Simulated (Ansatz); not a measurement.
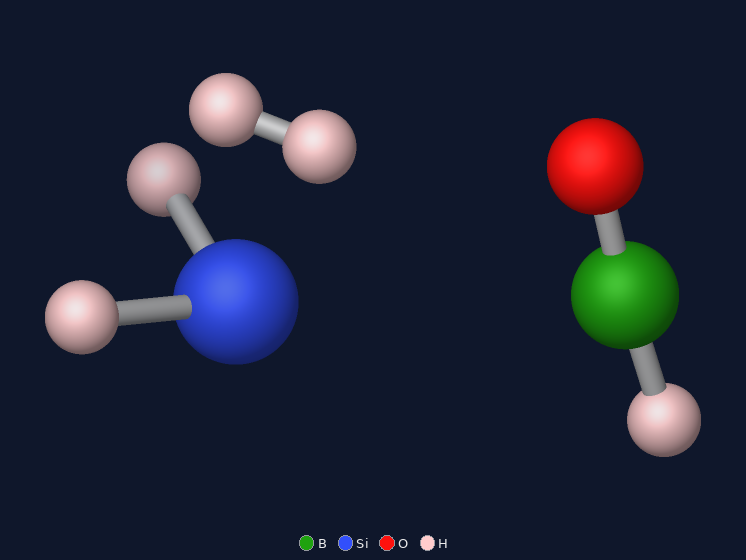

Computed geometry: PBE0-D4/def2-TZVP optimisation. Method: RKS BLYP-D4/def2-TZVPP (Ansatz 0.2.0).

What does the calculation give?

The species is BH5OSi.
- dispersion correction: −25.0 kJ/mol
